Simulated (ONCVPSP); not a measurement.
Input of ONCVPSP 4.0.1:

```
# ATOM AND REFERENCE CONFIGURATION
# atsym  z   nc   nv     iexc    psfile
  Os 76.00   12    2        4      upf
#
#   n    l    f
    1    0    2.00
    2    0    2.00
    2    1    6.00
    3    0    2.00
    3    1    6.00
    3    2   10.00
    4    0    2.00
    4    1    6.00
    4    2   10.00
    4    3   14.00
    5    0    2.00
    5    1    6.00
    5    2    6.00
    6    0    1.50
#
# PSEUDOPOTENTIAL AND OPTIMIZATION
# lmax
    2
#
#   l,   rc,      ep,       ncon, nbas, qcut
    0    2.10    0.00    3    7    2.70
    1    2.30    0.10    3    7    3.70
    2    2.20    0.00    4    8    8.00
#
# LOCAL POTENTIAL
# lloc, lpopt,  rc(5),   dvloc0
    4    5    2.05    4.00
#
# VANDERBILT-KLEINMAN-BYLANDER PROJECTORs
# l, nproj, debl
    0    1    1.80
    1    2    1.50
    2    1    2.50
#
# MODEL CORE CHARGE
# icmod, fcfact, rcfact
    0    0.00    0.00
#
# LOG DERIVATIVE ANALYSIS
# epsh1, epsh2, depsh
   -2.00    5.00    0.02
#
# OUTPUT GRID
# rlmax, drl
    6.00    0.01
#
# TEST CONFIGURATIONS
# ncnf
    4
# nvcnf
#   n    l    f
    2
    5    2    6.00
    6    0    2.00
#
    2
    5    2    6.00
    6    0    1.00
#
    2
    5    2    6.00
    6    0    0.00
#
    3
    5    2    5.00
    6    0    2.00
    6    1    1.00
#
```

Launched with:
```bash
oncvpsp.x < Os.dat > Os.out
```

Functional and relativity: PBE, scalar-relativistic.

In the p channel the program set the typed energies aside and used 0.050, 1.550 Ha.

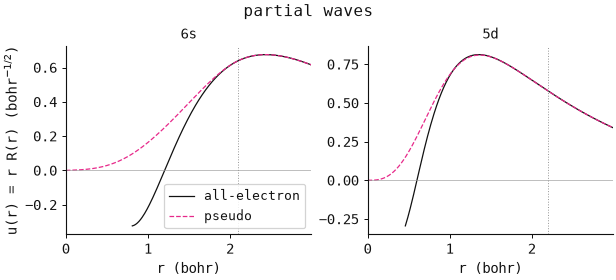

All-electron valence functions (solid) with their pseudo partners (dashed). Dotted lines mark the matching radii. The all-electron curves start outside the innermost oscillations, which aren't drawn.

Pseudo-waves: 6s has no node; 5d has no node.

* Cutoffs needed: 17 Ha and 21 Ha (the cutoffs at which the residual kinetic energy of the hardest occupied pseudo-wave falls to 1 and 0.1 mHa per electron)
* Ghost test: GHOST(-) flagged for p at -25.3 eV; no localised positive-energy state flagged
* Largest excitation error: -63 meV (all-electron minus pseudo) for 5d5 6s2 6p1, out of 4 test configurations
